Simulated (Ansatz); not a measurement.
The reference is HfO$_{2}$ in the fluorite structure (space group Fm-3m, No. 225; a = 5.098 Å).

The change: every lattice vector is shortened by 2.00 %, atoms relaxed at fixed cell.

All numbers come from Kohn–Sham DFT with the PBE functional, run in Ansatz (a program for electronic structure) with PAW and 420 eV plane waves, scalar-relativistic without spin-orbit coupling.

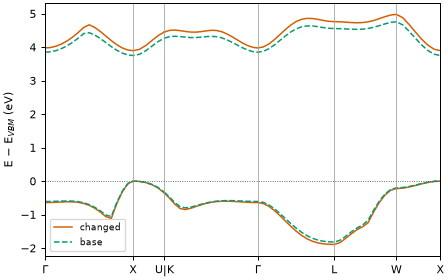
Figure. Highest valence and lowest conduction band along the path, each from its own valence-band maximum

The gap is 3.89 eV, direct at X; the base has 3.75 eV.

Spin-orbit coupling, missing from the scalar runs, can matter with Hf. The cells carry an imposed strain or load. No phonon test of stability was made. This is not the structure that HfO2 has at room temperature and ambient pressure.
